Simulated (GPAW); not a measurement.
# Surface energy and work function of Sr(111) from slabs of 3 to 12 layers (PBE)

How do energy and work function of Sr(111) films settle with thickness, and what surface energy follows?

**Method.** GPAW 26.7.0, plane waves at 450 eV with PAW setups; symmetric 1×1 slabs cut at the tabulated lattice constant (two decimals; low-temperature values for the alkali metals), atoms at bulk places, 7.5 Å of vacuum on each side, one in-plane mesh for all thicknesses, Fermi-Dirac smearing of 0.1 eV. Energies are extrapolated to zero smearing and count from the program's reference atoms. Functional PBE. The cell's area is 16.007 Å².

What came out, but for one run:

| layers | energy (eV) | work function (eV) |
| --- | --- | --- |
| 3 | −4.3369 | 2.71 |
| 4 | −6.0059 | 2.72 |
| 5 | −7.6784 | 2.71 |
| 6 | −9.3508 | 2.71 |
| 7 | −11.0239 | 2.71 |
| 8 | −12.6971 | 2.71 |
| 9 | −14.3700 | 2.71 |
| 10 | −16.0427 | 2.71 |
| 11 | −17.7159 | 2.71 |
| 12 | ? | ? |

Q: What surface energy do these runs give, and what energy and work function should the 12-layer slab have?

Worked answer. A slab of n layers has E(n) = nε + 2Aγ once its middle is bulk-like. A line through n = 6 to 11 has the slope ε = −1.6730 eV a layer and the intercept 2Aγ = 0.6871 eV (r.m.s. residual 0.1 meV). So γ = 0.6871 / (2 × 16.007 Å²) = 0.0215 eV/Å² = 0.34 J/m², with a standard error of under 0.01 J/m² from the scatter about the line. For 12 layers: 0.6871 + 12 × (−1.6730) = −19.389 eV; the run gives −19.389 eV, 0.0 meV under the line. The work function has no such law: from 6 to 11 layers it stays at 2.71 eV, and the 12-layer slab gives 2.71 eV. The thinnest slab, 3 layers, lies 0.00 eV from that mean.

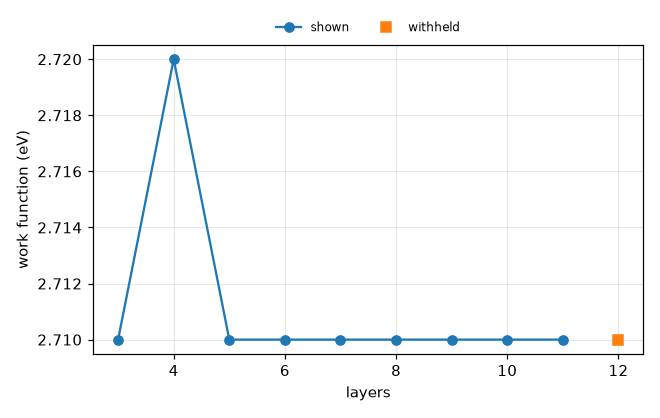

Work function against thickness.

**Limits.** The surfaces are unrelaxed, so γ is an upper bound for this functional and lattice constant. The tabulated lattice constant isn't the functional's own, which strains the slab a little.
